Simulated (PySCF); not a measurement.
EPR calculation, with input and output: Si3H6O2

System: Si3H6O2, multiplicity 3.
Method: UKS B3LYP, IGLO-III on O Si, pcH-1 on H, non-relativistic, mean-field spin-orbit, GIAO (PySCF 2.14.0).

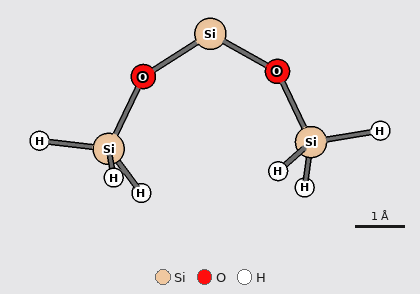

Fig. 1: The structure as given in the input (ball-and-stick view, seen at an oblique angle). Bond lengths as drawn: H–Si 1.49 Å and O–Si 1.66 Å.

Key numbers:

- outcome: converged
- total energy: −1022.723360 hartree
- ⟨S²⟩: 2.002
- isotropic g: 2.0003
- hardware: 1 CPU thread, shared host
- wall time: 96 s
- peak memory: 0.91 GiB

The input:
```
{"job": {"kind": "epr"}, "charge": 0, "multiplicity": 3}
Si    -0.816943    -0.246033    -1.910987
O      0.778584     0.170208    -1.739688
Si     2.005551     0.489514    -0.665475
O     -1.745352    -0.437642    -0.552048
Si    -1.810888    -0.439633     1.107590
H      3.240009     0.774109    -1.446766
H      1.652589     1.670253     0.180350
H      2.226302    -0.688602     0.227867
H     -0.853477    -1.446477     1.658921
H     -1.442526     0.908598     1.636896
H     -3.201230    -0.782763     1.513647
```

The first line tells a small driver script what to run in PySCF; the rest is the geometry in Å.

Run as:
```bash
OMP_NUM_THREADS=1 python <driver script> task.json out
```

The program's output:
```
UKS, coarse grid
  cycle   1  E = -1022.49353850  |g| = 8.25e-01
  cycle   2  E = -1021.77287048  |g| = 1.58e+00
  cycle   3  E = -1022.71926743  |g| = 9.77e-02
  cycle   4  E = -1022.72306598  |g| = 2.95e-02
  cycle   5  E = -1022.72333565  |g| = 7.81e-03
  cycle   6  E = -1022.72335136  |g| = 5.44e-03
  cycle   7  E = -1022.72336099  |g| = 1.02e-03
  cycle   8  E = -1022.72336182  |g| = 2.60e-04
UKS, final grid
  cycle   1  E = -1022.72335981  |g| = 3.00e-04
  cycle   2  E = -1022.72335976  |g| = 4.89e-04
  cycle   3  E = -1022.72335984  |g| = 6.27e-05
  cycle   4  E = -1022.72335984  |g| = 1.28e-05
E = -1022.72335984 Eh   <S^2> = 2.0015 (exact 2.0000)
g shifts (ppm)      1          2          3
  rmc          -180       -180       -180
  gc             40         26         57
  oz_so       -3424      -1916       -384
  total       -3565      -2070       -507
hyperfine (MHz)  atom isotope    a_iso     a_fc   dipolar eigenvalues
    0  29Si    -971.86    -973.46    -77.51      5.03     72.48
    1   17O     -63.64     -63.64     -6.02     -5.50     11.52
    2  29Si      -6.97      -7.01     -3.69      1.26      2.43
    3   17O     -63.95     -63.95     -6.10     -5.39     11.49
    4  29Si      -7.09      -7.12     -3.71      1.28      2.43
    5    1H       1.20       1.20     -1.05     -1.00      2.05
    6    1H       2.22       2.22     -1.26     -0.97      2.23
    7    1H       2.12       2.12     -1.28     -0.98      2.26
    8    1H       2.26       2.26     -1.27     -0.97      2.24
    9    1H       2.38       2.38     -1.25     -0.96      2.21
   10    1H       0.96       0.96     -1.06     -1.00      2.06
zero-field splitting (cm-1)  D = -0.1610  E = -0.0233  (spin-spin -0.2637, spin-orbit -0.1296)
```

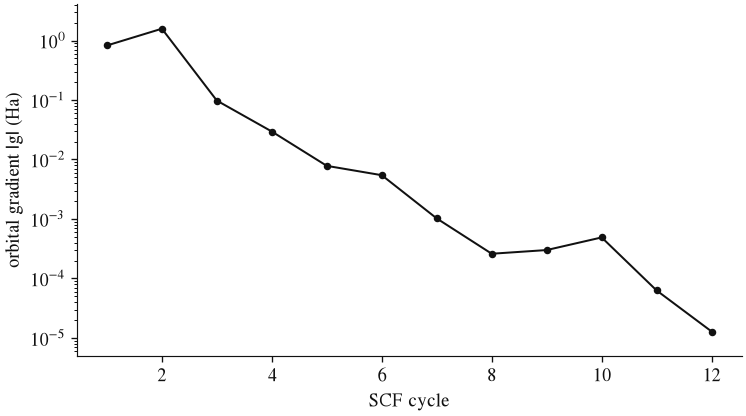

Fig. 2: Convergence of the self-consistent field: orbital gradient |g| against the SCF cycle. All cycles printed in the log are drawn one after another.

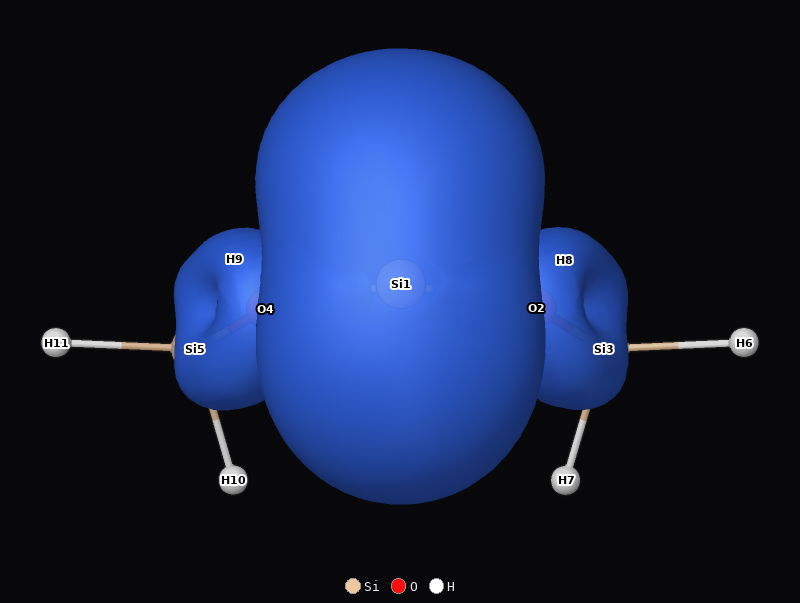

Fig. 3: Isosurfaces of the spin density (α minus β) at +0.008 (blue) and −0.008 e/Å³ (red), seen from the side. The unpaired spin (2 electrons) lies mostly on Si1 (about 1.6), O2 (about 0.1) and O4 (about 0.1), in electrons by Hirshfeld's partition.

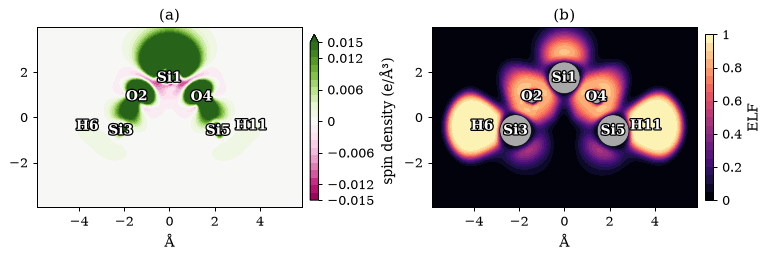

Fig. 4: (a) spin density (α minus β); (b) electron localisation function on the plane of atoms O2, Si3 and H6. Grey discs, where drawn, cover atomic cores. The section cuts through Si, O and H sites. Si–O (1.66 Å): the ELF peaks at about 0.85 between the atoms (a polar covalent bond). Si–H (1.49 Å): the ELF climbs to about 1 towards the hydrogen, as it does in any bond to H. The unpaired spin (2 electrons) lies mostly on Si1 (about 1.6), O2 (about 0.1) and O4 (about 0.1), in electrons by Hirshfeld's partition.

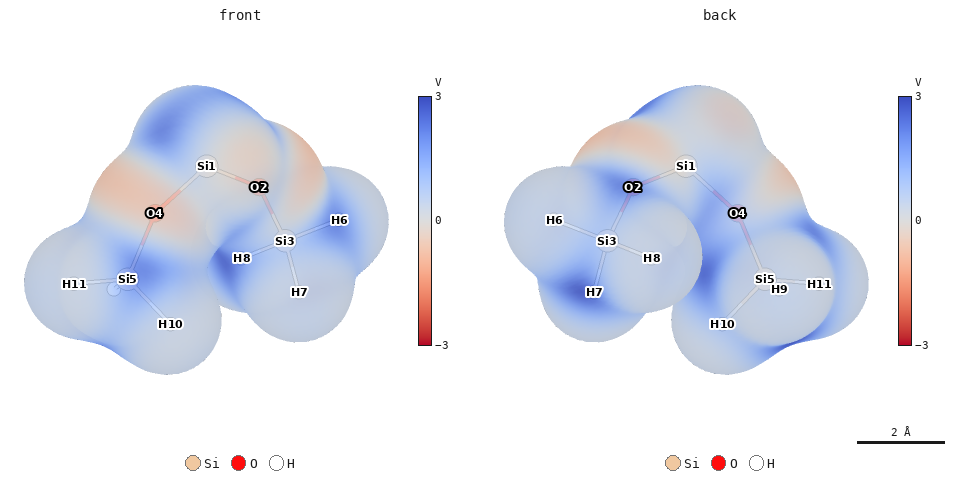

Fig. 5: The electrostatic potential painted on the density surface at 0.004 e/bohr³, seen at a tilt and from behind; red is negative and blue positive. A positive charge is drawn to the negative regions and a negative charge to the positive ones.
